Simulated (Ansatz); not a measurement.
## Electronic structure of AlCl3F3P (charge +1, doublet) in real space

Input file:

```
crystal:
  periodic: [false, false, false]
  atoms:
    - {symbol: Al, position_ang: [-0.002720, 0.003113, -1.305193]}
    - {symbol: P, position_ang: [0.002643, -0.002153, 1.169942]}
    - {symbol: F, position_ang: [-1.421887, 0.038913, 1.834764]}
    - {symbol: F, position_ang: [0.753599, 1.208668, 1.835494]}
    - {symbol: F, position_ang: [0.678855, -1.260224, 1.827907]}
    - {symbol: Cl, position_ang: [2.074291, -0.050665, -1.792157]}
    - {symbol: Cl, position_ang: [-0.995895, 1.831010, -1.780465]}
    - {symbol: Cl, position_ang: [-1.088886, -1.768671, -1.790281]}
basis:
  gaussian: {orbitals: def2-TZVP, initial_orbitals: start.molden}
total_charge: 1
magnetization: {spin_polarized: true, initial_magnetization: 1}
hamiltonian: {xc: pbe0, dispersion: d4}
scf: {omitted_lower_state_checks: [starts]}
output: {orbitals: {seedname: orbitals}}
```

Run with:

```sh
ansatz run in.yaml --threads 4 --pin off --events-out ev --progress --plain --max-ram 4787MiB
```

Geometry: PBE-D4/def2-SVP.

Theory: UKS PBE0-D4/def2-TZVP (Ansatz).

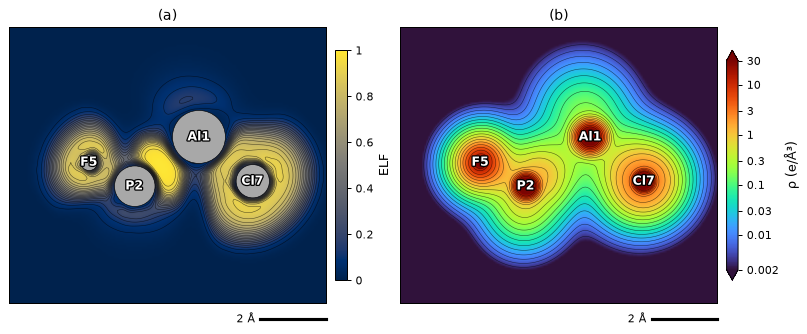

Figure 1. (a) electron localisation function; (b) electron density on the plane of atoms P2, Al1 and Cl7. Grey discs cover the atomic cores in the ELF map.

**Describe what can be read from this map.**

The section cuts through Al, P, F and Cl sites. P–F (1.57 Å): ρ at the midpoint is about 1.5 e/Å³; the ELF peaks at about 0.80 between the atoms: a polar covalent bond. Al–Cl (2.13 Å): ρ is about 0.71 e/Å³ halfway; the ELF peaks at about 0.90 in the valence shell of Cl, 0.9 Å from its nucleus, and is about 0.85 at the midpoint. Al–P (2.48 Å): ρ is about 0.49 e/Å³ halfway; the ELF peaks at about 1 between the atoms: localised, covalent bonding. The ELF also peaks beside Cl7 and F5, away from the bonds: non-bonding electrons, paired or unpaired.

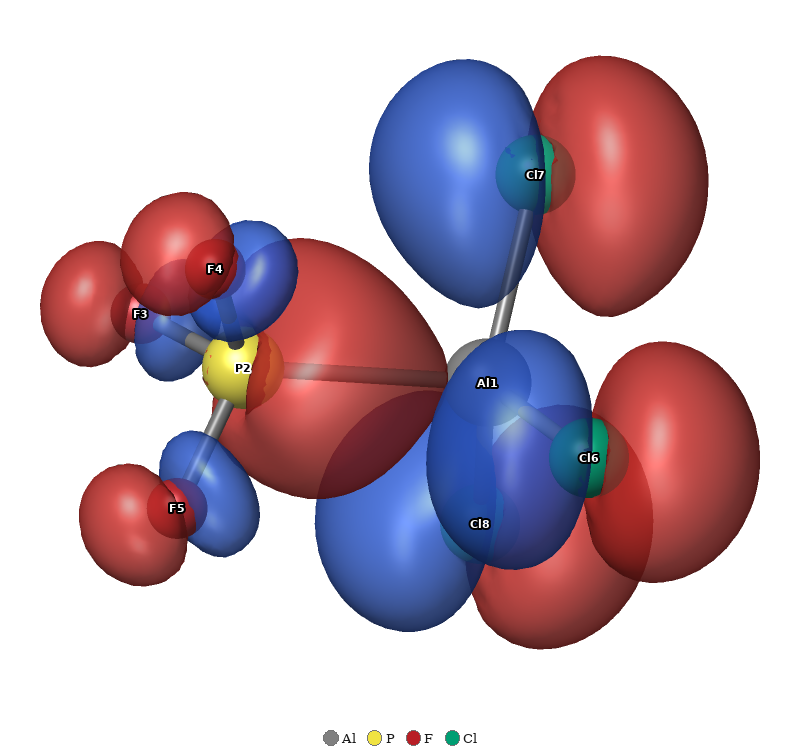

Figure 2. The HOMO (α) at ±0.06 Å⁻³ᐟ² (blue and red are the two phases), seen at a tilt.

**What is the character of this orbital?**

Its weight (Hirshfeld) is mainly on Cl7 (about 20 %), Cl8 (about 20 %), Cl6 (about 20 %) and P2 (about 15 %); largely a combination of lone pairs on Cl7, Cl8, Cl6 and P2. Its energy is −14.89 eV.

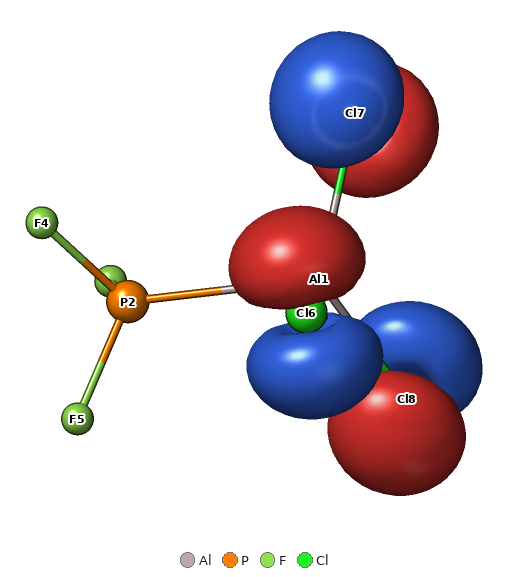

Figure 3. The LUMO (β) at ±0.15 Å⁻³ᐟ² (red and blue are the two phases), seen at a tilt.

**Describe this orbital and give its energy.**

Its weight (Hirshfeld) is mainly on Cl7 (about 30 %), Cl8 (about 30 %) and Cl6 (about 30 %). Its energy is −12.71 eV.
